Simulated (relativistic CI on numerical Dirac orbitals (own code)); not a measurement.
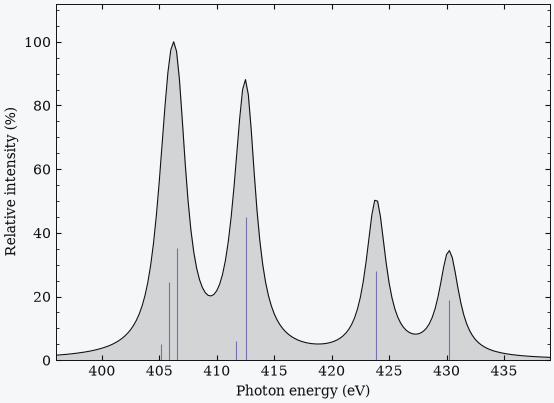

M₂,₃ X-ray absorption of Mo VII (Mo⁶⁺), [Kr], in a field of Oh symmetry with 10Dq = 51,350 cm⁻¹. Sticks are the strongest transitions, on a scale of their own. Multiplet model: relativistic Dirac–Coulomb–Breit theory, one configuration a step, Slater integrals scaled by 1, 10 K, Voigt broadening (Lorentzian 2 eV, Gaussian 0.4 eV full widths), computed with a radial Dirac CI code.

What does the spectrum show?

The main maxima lie at 406.2 eV (100), 412.5 eV (88), 423.9 eV (50) and 430.2 eV (34), heights in % of the largest; the centroid is at 414.0 eV. The lower edge holds 0.71 of the intensity (branching ratio, edges parted at 418 eV), and the core spin-orbit splitting of the orbitals is 17.9 eV. The ground state has S = 0.00.

Limits of the model: free-ion energies, so absolute edge positions are off by a few eV from solids.
